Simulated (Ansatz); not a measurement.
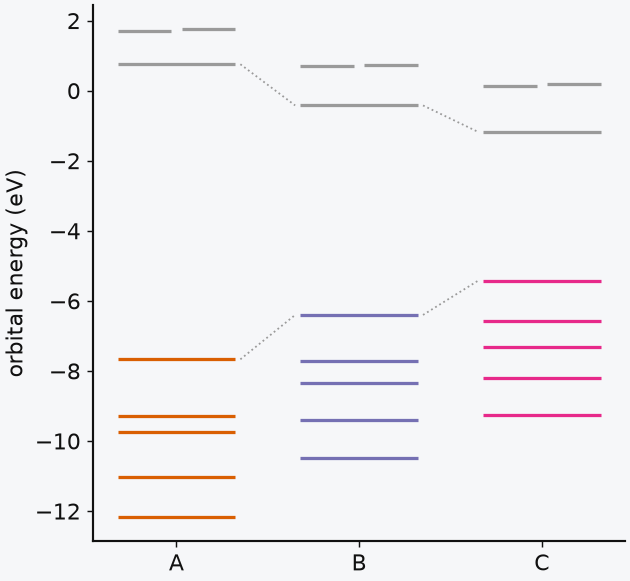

Frontier orbital energies of BSiN₂H₅, SMILES N[Si@H]1BN1 at one geometry, def2-TZVPP, the Ansatz code 0.2.0, at a PBE0-D4/def2-TZVP geometry (a minimum by its frequencies). Empty levels are grey, levels within 0.1 eV stand side by side; all columns show the same few orbitals around the gap. Dotted lines join the HOMOs and the LUMOs.

The columns come from B3LYP, BHLYP and PBE. Which is which?

A: BHLYP (HOMO −7.66, LUMO 0.76, separation 8.42 eV)
B: B3LYP (HOMO −6.40, LUMO −0.42, separation 5.98 eV)
C: PBE (HOMO −5.42, LUMO −1.17, separation 4.26 eV)

Limits of at least one run: empty levels above zero depend strongly on the basis.
